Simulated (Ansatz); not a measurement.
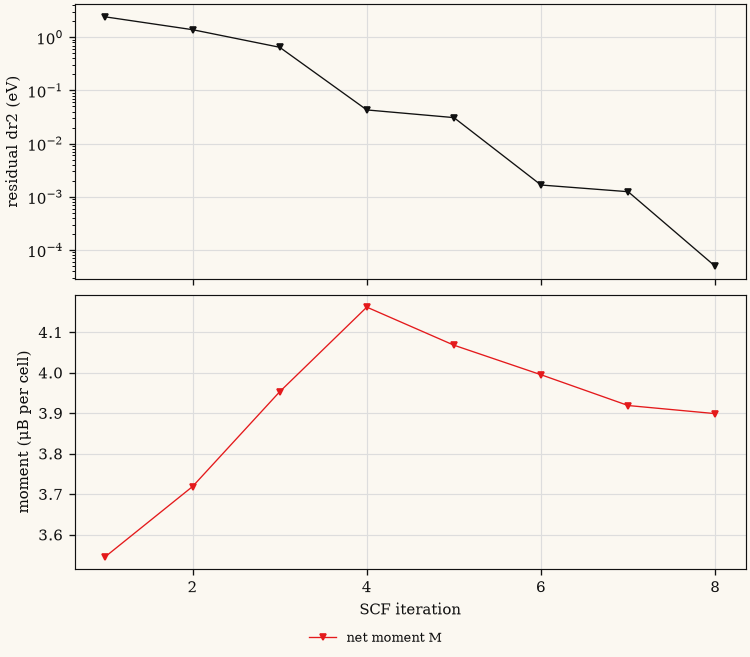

The plot shows the SCF iterations of a calculation: density residual dr2, magnetic moments. dr2 is the charge part; the magnetisation has a residual of its own.

Tm (2 atoms in the cell), run with Ansatz.

```
crystal:
  lattice:
    - [3.539999083293, 2.886747986658e-11, 0.0]
    - [-1.769999541672, 3.065729135491, 0.0]
    - [0.0, 0.0, 5.5577985608]
  atoms:
    - { symbol: Tm, position: [0.3333333333333, 0.6666666666667, 0.75], spin: 2.0 }
    - { symbol: Tm, position: [0.6666666666667, 0.3333333333333, 0.25], spin: 2.0 }
basis:
  ecutwfc: 420
  ecutrho_ratio: 4
kpoints:
  mp_grid: { grid: [10, 10, 6] }
hamiltonian:
  xc: pbe
  hubbard: { sites: [{ species: Tm, l: f, u_eff: 4.0 }] }
scf:
  occupations: { method: gaussian, width: 0.05 }
  mixing: { algorithm: msr1, beta: 0.3 }
  n_extra_bands: 2
  lower_state_search: light
output:
  forces: true
  stress: true
  write_density: true
  write_potential: true
  elf: true
  volumetric_format: npy
magnetization:
  spin_polarized: true
```

Launched with:
```bash
ansatz run input.yaml --threads 4 --pin off --max-ram 9216MiB --backend cpu --events-out ev --progress --plain --runs-dir out
```

Q: How did this run end?

A: It did not finish: the time limit cut it off after 8 iterations. The residual is still falling at the last step (down to 5 × 10⁻⁵).

Q: What is the residual at the start and at the end?

A: It starts near 2 and ends near 5 × 10⁻⁵ eV.

Q: What happens to the magnetisation?

A: The net moment goes from 3.5 to 3.9 μB per cell, though in an unconverged run this needn't be final.
